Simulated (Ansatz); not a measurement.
**FeCuSO: one geometry, two states**

Aim: solve FeCuSO (a database entry, slightly rescaled) from each of its saved states, at one geometry and mesh, and see which is lowest and how they differ.

Computed, not measured: Ansatz 0.2.0, DFT, PBE, with U_eff = 1.46 eV on Fe d, plane waves, PAW.

### Step 1. The cell

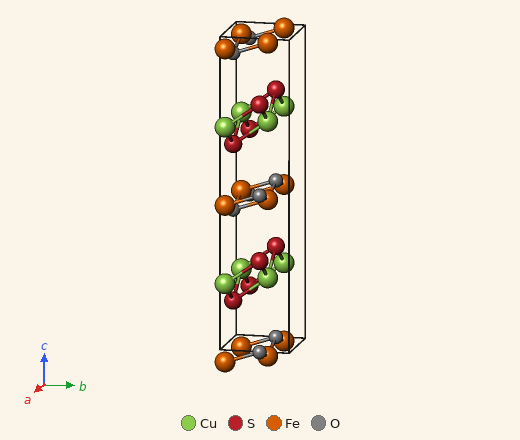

The cell, seen slightly off an axis (copper green, sulfur red, iron orange, oxygen grey). 2×1×1 cells are drawn.

It takes space group P4/nmm (No. 129, tetragonal). The conventional cell has a = 3.834 Å, b = 3.834 Å, c = 8.673 Å, α = 90.00°, β = 90.00°, γ = 90.00°. Cu (site symmetry -4m2) has 4 S at 2.35 Å as nearest neighbours. S (site symmetry 4mm) is surrounded by 4 Cu at 2.35 Å. Around Fe (site symmetry -4m2) lie 4 O at 2.02 Å. O (site symmetry 4mm) is surrounded by 4 Fe at 2.02 Å.

Structure file:

```
Cu S Fe O
1.0
     3.83438    0.00000    0.00000
     0.00000    3.83438    0.00000
     0.00000    0.00000   17.34645
Cu S Fe O
4 4 4 4
Direct
  0.75000 0.25000 0.25000
  0.75000 0.25000 0.75000
  0.25000 0.75000 0.25000
  0.25000 0.75000 0.75000
  0.25000 0.25000 0.17210
  0.25000 0.25000 0.67210
  0.75000 0.75000 0.32790
  0.75000 0.75000 0.82790
  0.25000 0.75000 0.00000
  0.25000 0.75000 0.50000
  0.75000 0.25000 0.00000
  0.75000 0.25000 0.50000
  0.25000 0.25000 0.46280
  0.25000 0.25000 0.96280
  0.75000 0.75000 0.03720
  0.75000 0.75000 0.53720
```

The states: A, Fe9 up, Fe10 down, Fe11 up, Fe12 up, O14 up, O15 up (collinear spin); B, Fe9 down, Fe10 down, Fe11 up, Fe12 up (collinear spin). Each run reads its own saved solution as saved_state.

### Step 2. State A: the run

The input, input.yaml:

```yaml
crystal:
  lattice:
    - [3.83437733, 0.0, 0.0]
    - [0.0, 3.83437733, 0.0]
    - [0.0, 0.0, 17.34644656]
  atoms:
    - { symbol: Cu, position: [0.75, 0.25, 0.25], spin: -1.0 }
    - { symbol: Cu, position: [0.75, 0.25, 0.75], spin: -1.0 }
    - { symbol: Cu, position: [0.25, 0.75, 0.25], spin: 1.0 }
    - { symbol: Cu, position: [0.25, 0.75, 0.75], spin: -1.0 }
    - { symbol: S, position: [0.25, 0.25, 0.1721] }
    - { symbol: S, position: [0.25, 0.25, 0.6721] }
    - { symbol: S, position: [0.75, 0.75, 0.3279] }
    - { symbol: S, position: [0.75, 0.75, 0.8279] }
    - { symbol: Fe, position: [0.25, 0.75, 0.0], spin: 4.0 }
    - { symbol: Fe, position: [0.25, 0.75, 0.5], spin: -4.0 }
    - { symbol: Fe, position: [0.75, 0.25, 0.0], spin: 4.0 }
    - { symbol: Fe, position: [0.75, 0.25, 0.5], spin: 4.0 }
    - { symbol: O, position: [0.25, 0.25, 0.4628] }
    - { symbol: O, position: [0.25, 0.25, 0.9628] }
    - { symbol: O, position: [0.75, 0.75, 0.0372] }
    - { symbol: O, position: [0.75, 0.75, 0.5372] }
kpoints:
  mp_grid: { grid: [6, 6, 2], shift: [0, 0, 0] }
magnetization:
  spin_polarized: true
scf:
  occupations: { method: gaussian, width: 0.1513 }
  lower_state_search: "off"
  max_iter: 200
hamiltonian:
  pseudopotentials: { kind: paw }
  xc: pbe
  hubbard: { projectors: atomic, sites: [{ species: Fe, l: d, u_eff: 1.46 }] }
basis:
  ecutwfc: 420
  fft_grid_basis: typed
output:
  forces: true
  stress: true
  eigenvalues: true
  bader: true
  populations: true
  elf: true
  write_potential: true
  volumetric_format: npy
  dos:
    e_range: [-12, 8]
    de: 0.05
    projected: { site_lists: { Cu: [Cu], Fe: [Fe], O: [O], S: [S] } }
checkpoint:
  read: saved_state
```

The program printed (excerpt; [...] marks lines left out):

```text
Warning: checkpoint.read: basis.xc_grid differs: saved 1, current 2 (points along each axis for each point of the dense box; where the key is left out runs that use forces, runs that use the stress, dielectric runs by a finite field, finite-displacement phonons, runs of [...]
Warning: RAYON_NUM_THREADS=2 ignored (pool sized by the plan → 2); use --threads N
[...]
Pseudopotentials: kind: paw
Pseudopotential: Cu, paw, valence charge 19, recommended cutoff 420 eV (normal), Cu.paw.azcp
Pseudopotential: S, paw, valence charge 6, recommended cutoff 420 eV (normal), S.paw.azcp
Pseudopotential: Fe, paw, valence charge 16, recommended cutoff 420 eV (normal), Fe.paw.azcp
Pseudopotential: O, paw, valence charge 6, recommended cutoff 420 eV (normal), O.paw.azcp
Functional definition: PBE
[...]
Crystal: 16 atoms, lattice volume = 255.035 Å³
Basis set: ecut = 420 eV, 5025 PW (Γ), exchange–correlation on 54×54×240 points (8 copies of the dense FFT grid, shifted against one another)
Bands: 125, of which v1, the nominal top of the filled ones, is band 94 counted from 1 (93 counted from 0)
Symmetry: 4 space group operations
Space group: Pmm2 (ITA 25), of the structure as read, at distance tolerance 6.3e-5 Å
Magnetic group: BNS 25.57 (UNI 155), of the structure as read, at distance tolerance 6.3e-5 Å
k-points: 32 of 72
[...]
Starting moments: Σ|m| = 20 μB on 8 of 16 sites; this step starts from the density that it was given
[...]
--- Stress (GPa, compression-positive) ---
       -0.932237       0.000000       0.000000
        0.000000      -0.932237       0.000000
        0.000000       0.000000      -2.944793
  P = ⅓ Tr σ = -1.6031 GPa (-16.031 kbar)
--- Band table (eV; the first three rows and the last of 64) ---
[...]
Occupation matrices written to <dir>
--- Löwdin populations: 16 sites ---
  site symbol       q [e]    m [muB]
     0     Cu     18.2863     0.0264
     1     Cu     18.2863     0.0264
     2     Cu     18.2863     0.0234
     3     Cu     18.2863     0.0234
     4      S      6.6574     0.0878
     5      S      6.6375     0.0374
     6      S      6.6375     0.0374
     7      S      6.6574     0.0878
     8     Fe     14.7854     3.6825
     9     Fe     14.8296    -3.5356
    10     Fe     14.7850     3.6830
    11     Fe     14.8311     3.5336
    12      O      6.9326    -0.0007
    13      O      6.9438     0.4898
    14      O      6.9438     0.4898
    15      O      6.9326    -0.0007
  spilling = 0.006815 (of n_electrons = 188.000000)
--- Bader charges: 16 sites ---
  site symbol  charge [e]  shift [e]    m [muB]
     0     Cu      0.5500     0.0013     0.0367
     1     Cu      0.5500     0.0013     0.0367
     2     Cu      0.5500     0.0013     0.0331
     3     Cu      0.5500     0.0013     0.0331
     4      S     -0.6894     0.0013     0.0751
     5      S     -0.6660     0.0013     0.0326
     6      S     -0.6660     0.0013     0.0326
     7      S     -0.6894     0.0013     0.0751
     8     Fe      1.3683     0.0001     3.7756
     9     Fe      1.3326     0.0000    -3.5860
    10     Fe      1.3685     0.0001     3.7762
    11     Fe      1.3309     0.0000     3.5841
    12      O     -1.2188     0.0000     0.0002
    13      O     -1.2259     0.0001     0.4076
    14      O     -1.2259     0.0001     0.4076
    15      O     -1.2188     0.0000     0.0002
  estimated error of the sums over rays = 3.6e-4 e
```

Run time: 6.9 min. Hardware: 2 threads of an Arm CPU, shared host; peak memory 1.9 GiB.

### Step 3. State A: levels and charges

Counts of states in windows (eV from the Fermi level; tetrahedra), total and projected:

```tsv
from	to	total	up	down	Cu d	Fe d	O p	S p
-8.0	-7.0	1.97	1.64	0.33	0.00	0.78	0.95	0.01
-7.0	-6.0	8.22	5.13	3.08	0.01	3.59	4.01	0.08
-6.0	-5.0	10.24	5.62	4.61	0.71	2.81	3.59	2.04
-5.0	-4.0	15.30	8.32	6.98	1.85	5.53	3.56	3.23
-4.0	-3.0	22.55	11.11	11.45	7.94	4.17	2.98	6.63
-3.0	-2.0	25.97	14.27	11.73	18.41	3.37	2.40	1.06
-2.0	-1.0	9.44	5.27	4.17	4.52	1.70	1.66	1.21
-1.0	0.0	14.25	7.02	7.23	4.84	2.87	1.09	4.78
0.0	1.0	9.67	2.47	7.20	1.12	5.79	0.49	2.03
1.0	2.0	6.90	2.37	4.52	0.02	5.96	0.60	0.05
2.0	3.0	3.87	1.05	2.82	0.01	2.53	0.81	0.05
3.0	4.0	1.57	0.91	0.66	0.01	0.06	0.20	0.11
4.0	5.0	5.81	3.00	2.81	0.05	0.07	0.28	0.61
```

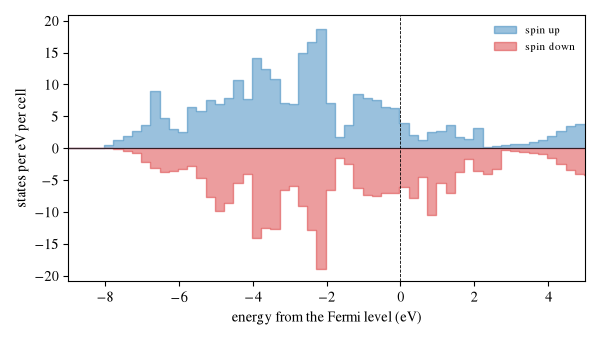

Density of states by spin, in bins of 0.25 eV.

Gathered by element (positive charge: electrons given up): Löwdin charges also hold the electrons that the projection spills.

```tsv
element	atoms	Bader charge (e)	Bader volume (Å³)	Löwdin charge (e)	Bader moment, size (μB)
Cu	4	+0.55	13.0	+0.71	0.03 to 0.04
S	4	-0.69 to -0.67	24.9 to 25.1	-0.66 to -0.64	0.03 to 0.08
Fe	4	+1.33 to +1.37	11.5 to 11.8	+1.17 to +1.21	3.58 to 3.78
O	4	-1.23 to -1.22	14.1 to 14.2	-0.94 to -0.93	0.00 to 0.41
```

The Löwdin projection spills 0.7 % of the electrons and depends on the orbitals chosen; where it disagrees with Bader's partition, neither is an observable.

Eigenvalues of the corrected shells' occupation matrices:

```tsv
atom	shell	spin	eigenvalues
Fe9	d	up	0.99 0.99 1.00 1.00 1.00
Fe9	d	down	0.20 0.20 0.29 0.34 0.49
Fe10	d	up	0.13 0.13 0.18 0.31 0.85
Fe10	d	down	0.98 0.99 0.99 0.99 0.99
Fe11	d	up	0.99 0.99 1.00 1.00 1.00
Fe11	d	down	0.20 0.20 0.29 0.33 0.50
Fe12	d	up	0.98 0.99 0.99 0.99 0.99
Fe12	d	down	0.12 0.12 0.17 0.31 0.85
```

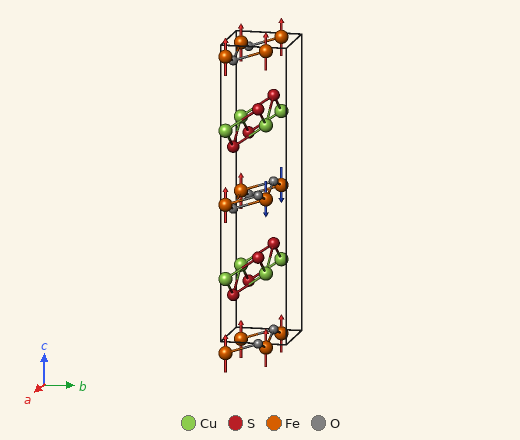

Site moments over 0.3 μB, as arrows (short ones can be hidden in their spheres; values hang on how the density is shared out, so they can differ from the log's spheres): up red, down blue; without spin-orbit coupling their axis is free, so they are drawn up the page.

### Step 4. Run from state B

input.yaml: that of step 2 with these lines changed.

```diff
@@ -6,6 +6,6 @@
   atoms:
-    - { symbol: Cu, position: [0.75, 0.25, 0.25], spin: -1.0 }
-    - { symbol: Cu, position: [0.75, 0.25, 0.75], spin: -1.0 }
-    - { symbol: Cu, position: [0.25, 0.75, 0.25], spin: 1.0 }
-    - { symbol: Cu, position: [0.25, 0.75, 0.75], spin: -1.0 }
+    - { symbol: Cu, position: [0.75, 0.25, 0.25] }
+    - { symbol: Cu, position: [0.75, 0.25, 0.75] }
+    - { symbol: Cu, position: [0.25, 0.75, 0.25] }
+    - { symbol: Cu, position: [0.25, 0.75, 0.75] }
     - { symbol: S, position: [0.25, 0.25, 0.1721] }
@@ -14,6 +14,6 @@
     - { symbol: S, position: [0.75, 0.75, 0.8279] }
-    - { symbol: Fe, position: [0.25, 0.75, 0.0], spin: 4.0 }
-    - { symbol: Fe, position: [0.25, 0.75, 0.5], spin: -4.0 }
-    - { symbol: Fe, position: [0.75, 0.25, 0.0], spin: 4.0 }
-    - { symbol: Fe, position: [0.75, 0.25, 0.5], spin: 4.0 }
+    - { symbol: Fe, position: [0.25, 0.75, 0.0] }
+    - { symbol: Fe, position: [0.25, 0.75, 0.5] }
+    - { symbol: Fe, position: [0.75, 0.25, 0.0] }
+    - { symbol: Fe, position: [0.75, 0.25, 0.5] }
     - { symbol: O, position: [0.25, 0.25, 0.4628] }
@@ -22,2 +22,3 @@
     - { symbol: O, position: [0.75, 0.75, 0.5372] }
+  symmetry: { detect: false, time_reversal: true }
 kpoints:
```

The program printed (excerpt; [...] marks lines left out):

```text
Warning: checkpoint.read: basis.xc_grid differs: saved 1, current 2 (points along each axis for each point of the dense box; where the key is left out runs that use forces, runs that use the stress, dielectric runs by a finite field, finite-displacement phonons, runs of [...]
Warning: RAYON_NUM_THREADS=2 ignored (pool sized by the plan → 2); use --threads N
band count auto-derived: 120 (N_el = 188.0; filled up to band 94; 113 by the electrons, moments and atoms)
[...]
[... 6 set-up lines as earlier in the session ...]
[...]
Crystal: 16 atoms, lattice volume = 255.035 Å³
[...]
     7      S      6.6351    -0.0000
     8     Fe     14.8321    -3.5329
     9     Fe     14.8321    -3.5329
    10     Fe     14.8321     3.5329
    11     Fe     14.8321     3.5329
    12      O      6.9332    -0.0000
    13      O      6.9332    -0.0000
    14      O      6.9332    -0.0000
    15      O      6.9332    -0.0000
  spilling = 0.006754 (of n_electrons = 188.000000)
--- Bader charges: 16 sites ---
  site symbol  charge [e]  shift [e]    m [muB]
     0     Cu      0.5521     0.0014     0.0041
     1     Cu      0.5521     0.0014     0.0041
     2     Cu      0.5521     0.0014    -0.0041
     3     Cu      0.5521     0.0014    -0.0041
     4      S     -0.6629     0.0014     0.0000
     5      S     -0.6629     0.0014     0.0000
     6      S     -0.6629     0.0014     0.0000
     7      S     -0.6629     0.0014     0.0000
     8     Fe      1.3300     0.0000    -3.5830
     9     Fe      1.3300     0.0000    -3.5830
    10     Fe      1.3300     0.0000     3.5830
    11     Fe      1.3300     0.0000     3.5830
    12      O     -1.2193     0.0000     0.0000
    13      O     -1.2193     0.0000     0.0000
    14      O     -1.2193     0.0000     0.0000
    15      O     -1.2193     0.0000     0.0000
  estimated error of the sums over rays = 3.6e-4 e
```

It took 5.9 min on 2 threads of an Arm CPU, shared host; peak memory 2.1 GiB.

### Step 5. State B: levels and charges

Counts of states in windows (eV from the Fermi level; tetrahedra), total and projected:

```tsv
from	to	total	up	down	Cu d	Fe d	O p	S p
-8.0	-7.0	1.30	0.65	0.65	0.00	0.49	0.64	0.01
-7.0	-6.0	9.60	4.80	4.80	0.01	4.13	4.71	0.09
-6.0	-5.0	9.91	4.96	4.96	0.76	2.29	3.72	2.11
-5.0	-4.0	13.31	6.65	6.65	1.94	3.75	3.37	3.13
-4.0	-3.0	23.28	11.65	11.65	7.84	5.56	2.56	6.52
-3.0	-2.0	27.73	13.86	13.86	19.00	4.19	2.63	1.13
-2.0	-1.0	8.46	4.24	4.24	4.09	1.34	1.47	1.25
-1.0	0.0	14.35	7.18	7.18	4.62	3.19	1.13	4.73
0.0	1.0	7.38	3.69	3.69	1.14	3.55	0.47	2.08
1.0	2.0	9.43	4.72	4.72	0.02	8.28	0.71	0.05
2.0	3.0	3.53	1.76	1.76	0.01	2.35	0.75	0.04
3.0	4.0	1.56	0.78	0.78	0.01	0.06	0.21	0.11
4.0	5.0	5.71	2.86	2.86	0.05	0.07	0.28	0.62
```

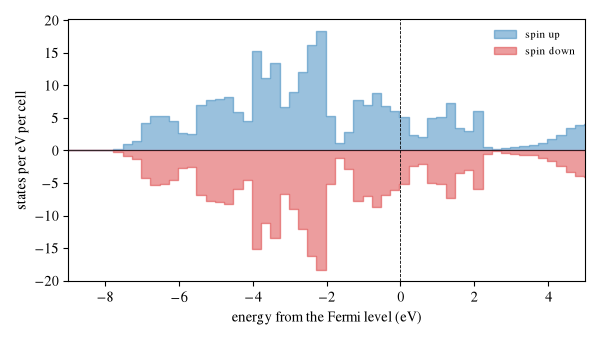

Density of states by spin, in bins of 0.25 eV.

By element, from the tables in the log (a charge is positive for electrons lost): Löwdin charges also hold the electrons that the projection spills.

```tsv
element	atoms	Bader charge (e)	Bader volume (Å³)	Löwdin charge (e)	Bader moment, size (μB)
Cu	4	+0.55	13.0	+0.72	0.00
S	4	-0.66	24.8	-0.63	0.00
Fe	4	+1.33	11.8	+1.17	3.58
O	4	-1.22	14.1	-0.93	0.00
```

The Löwdin projection spills 0.7 % of the electrons and depends on the orbitals chosen; where it disagrees with Bader's partition, neither is an observable.

Occupation eigenvalues of the Hubbard shells:

```tsv
atom	shell	spin	eigenvalues
Fe9	d	up	0.12 0.12 0.18 0.31 0.85
Fe9	d	down	0.98 0.99 0.99 0.99 0.99
Fe10	d	up	0.12 0.12 0.18 0.31 0.85
Fe10	d	down	0.98 0.99 0.99 0.99 0.99
Fe11	d	up	0.98 0.99 0.99 0.99 0.99
Fe11	d	down	0.12 0.12 0.18 0.31 0.85
Fe12	d	up	0.98 0.99 0.99 0.99 0.99
Fe12	d	down	0.12 0.12 0.18 0.31 0.85
```

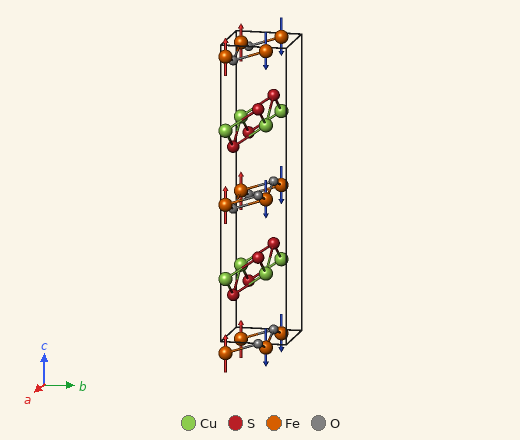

Site moments over 0.3 μB, as arrows (short ones can be hidden in their spheres; values hang on how the density is shared out, so they can differ from the log's spheres): up red, down blue; without spin-orbit coupling their axis is free, so they are drawn up the page.

### Step 6. Results

```tsv
state	free energy (meV/atom)	largest site moment (μB)	size of the net moment (μB/cell)	gap (eV)	pressure (GPa)	largest force (eV/Å)	SCF cycles
A	2.2	3.45	8.72	metal	-1.6	0.42	39
B	0.0	3.26	0.00	metal	-1.4	0.42	20
```

What this shows: State B wins by 2.2 meV per atom over A. Every run converged, so convergence alone does not show that a state is the lowest.

Caveats: wide smearing.
